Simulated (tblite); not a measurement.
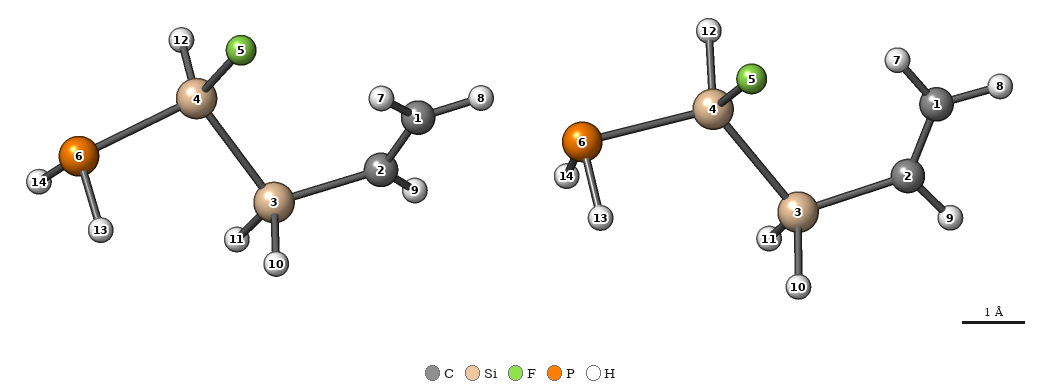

Two geometries of C$_{2}$H$_{8}$FPSi$_{2}$, drawn at one scale. One is the start of a relaxation, the other its converged end. Style: ball-and-stick. Shown at a tilt.

The calculation used GFN2-xTB geometry optimisation, gas phase in tblite 0.8.0. 

Which of the two is the end point?

Answer. The right one is the relaxed one. H7 moves most after the best rigid fit: 0.89 Å. Largest moves by element: H 0.89 Å, F 0.54 Å, C 0.36 Å, P 0.36 Å, Si 0.23 Å. Some distances before and after: Si3–Si4 2.235 → 2.327 Å, P6–H13 1.467 → 1.385 Å, Si4–F5 1.705 → 1.624 Å, P6–H14 1.462 → 1.384 Å. Bond angles that change, for instance: H13–P6–H14 108.7° → 92.3°, Si3–Si4–P6 105.0° → 118.1°, Si4–P6–H14 105.8° → 94.0°. Groups turn about C2–Si3 by about 35°. After 114 geometry steps the energy has fallen by 92.2 kJ/mol. Cost: 1.3 s on 1 thread of Arm Neoverse N1 (shared host).
